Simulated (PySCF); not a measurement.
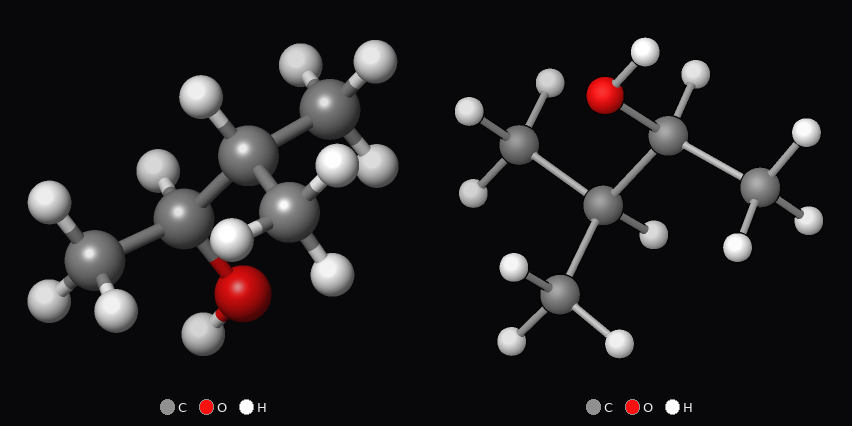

Two views of one molecule.

Computed geometry: PBE0-D3(BJ)/def2-SVP optimisation. No frequency run is at hand to confirm it as a minimum.

What does the picture show?

It has 18 atoms: 5 carbon, 12 hydrogen and 1 oxygen (C₅H₁₂O). Its SMILES string is `CC(C)[C@H](C)O`. It has no ring. Among its groups: alcohol. This geometry has C1 symmetry. Coordination: 5 C tetrahedral; 1 O bent.

More results for the same structure follow; atom numbers are the same in all pictures, views and colours differ.

**Geometry**

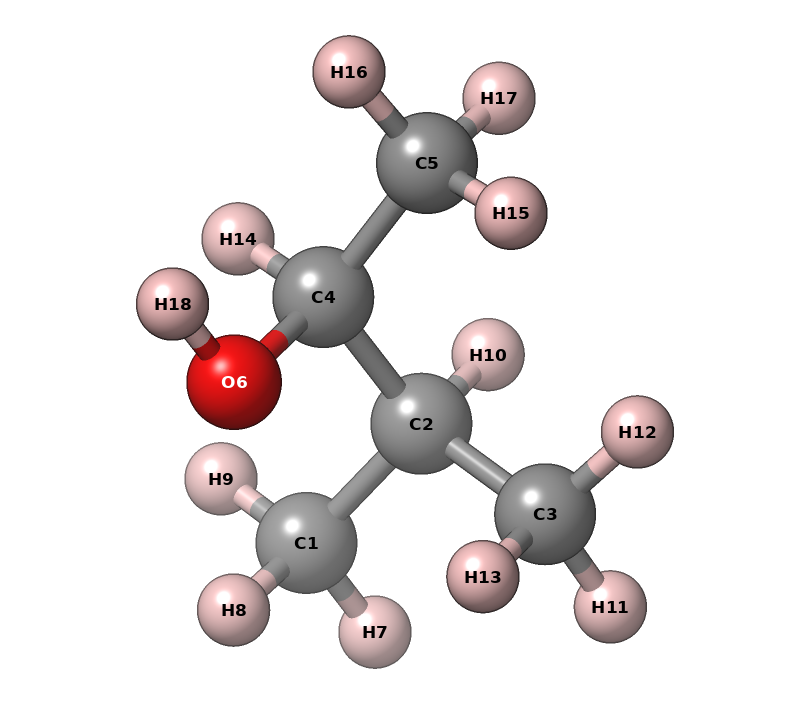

Depth is shown by fading: the farther an atom, the more it takes the colour of the background. No frequency run is at hand to confirm it as a minimum.

Which atoms or bonds are stereogenic?

Answer. Centres: C4.

Give the R/S and E/Z labels.

Answer. C4: S (priorities O6 > C2 > C5 > H14).

**Dipole moment**

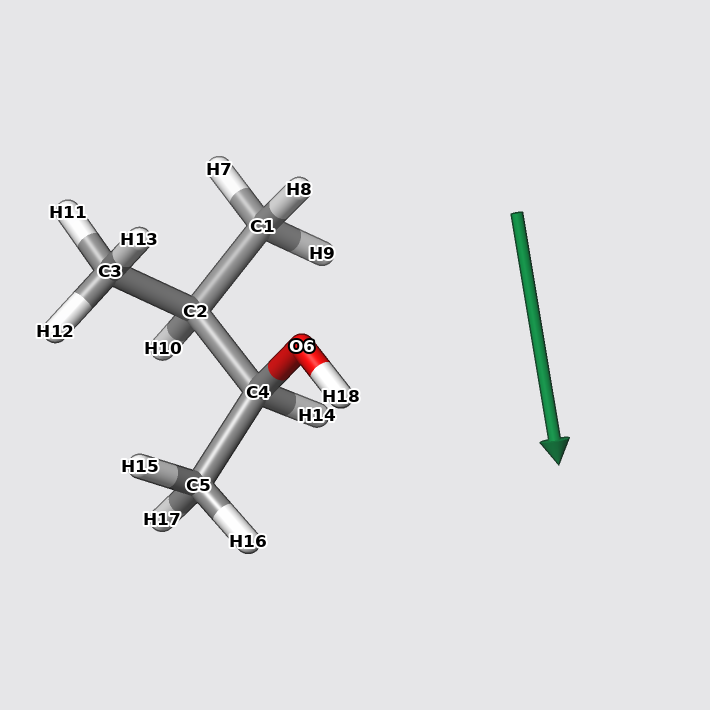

The arrow beside the molecule shows the direction of the dipole moment, from the negative to the positive end (its length means nothing). No frequency run is at hand to confirm it as a minimum. Method: B3LYP/pcJ-1, gas phase (PySCF 2.14.0).

How large is the dipole moment?

Answer. 1.60 D; it points from the side of H7, H11 to the side of H16 (the outermost atoms at the two ends).

**Charges**

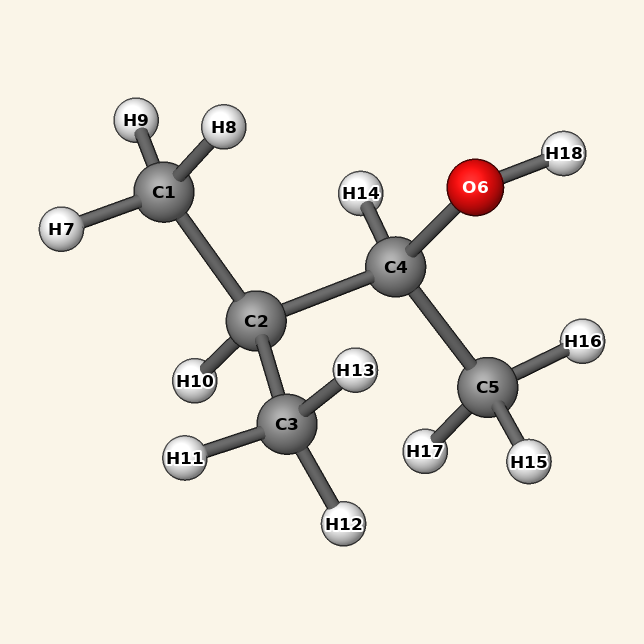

The questions are on ESP-fitted charges. No frequency run is at hand to confirm it as a minimum. Properties computed with PBE0/pcSseg-1, gas phase (PySCF 2.14.0).

List the ESP-fitted charges.

```
atom  value (e)
  C1      −0.64
  C2       0.49
  C3      −0.52
  C4       0.30
  C5      −0.57
  O6      −0.68
  H7       0.15
  H8       0.17
  H9       0.13
 H10      −0.05
 H11       0.12
 H12       0.11
 H13       0.15
 H14      −0.01
 H15       0.16
 H16       0.14
 H17       0.13
 H18       0.43
```

**Polarisability**

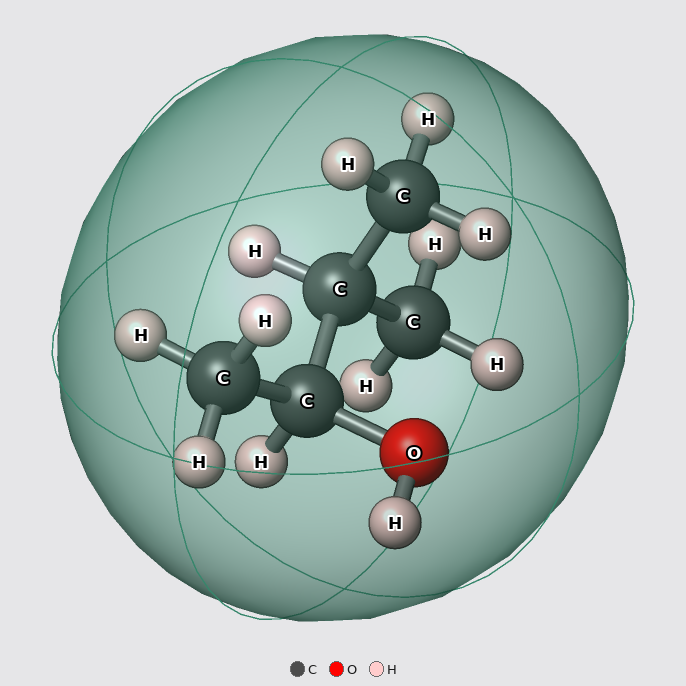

The ellipsoid shows the static dipole polarisability: its half-axes are proportional to the principal values. No frequency run is at hand to confirm it as a minimum. Method: PBE0/def2-SVPD (PySCF 2.14.0).

Give the principal values, the mean and the anisotropy.

Answer. Principal values 63.3, 67.4, 74.0 bohr³; mean 68.2 bohr³ (10.11 Å³); anisotropy 9.4 bohr³, so the longest axis is 1.17 times the shortest.

**Excitation**

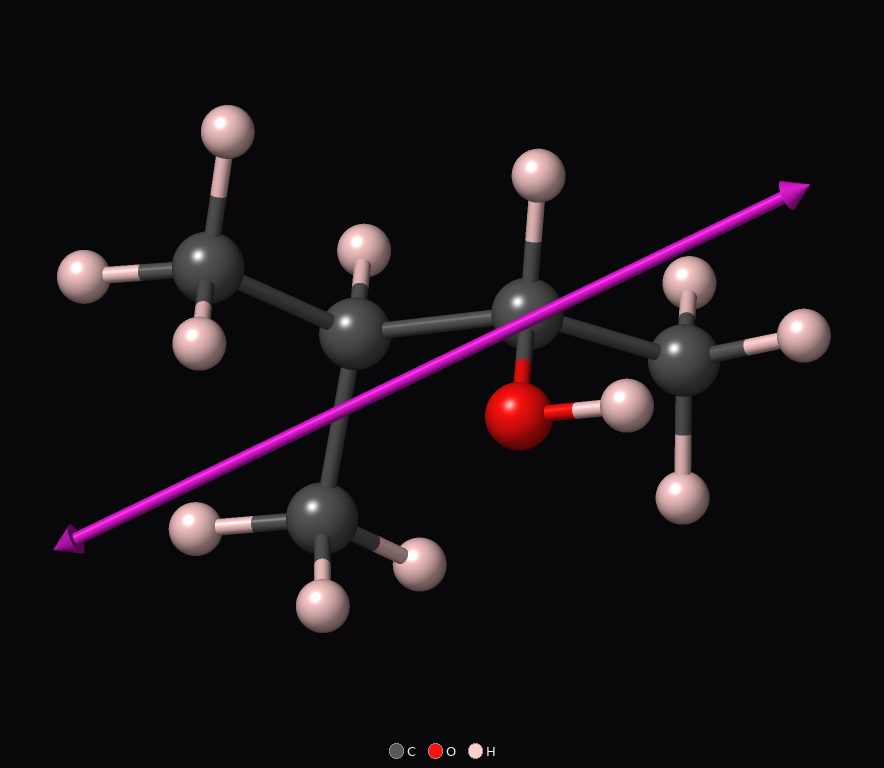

The double arrow shows the direction of the transition dipole to excited singlet state 9 (its length means nothing). No frequency run is at hand to confirm it as a minimum. Level of theory: TDDFT PBE0/def2-SVPD, vertical, gas phase, core orbitals frozen in the response (PySCF 2.14.0).

Give its energy, strength and character.

Answer. 8.97 eV (138 nm), oscillator strength 0.047, mainly HOMO−1 → LUMO+1 (weight 0.75); transition dipole 1.17 D.
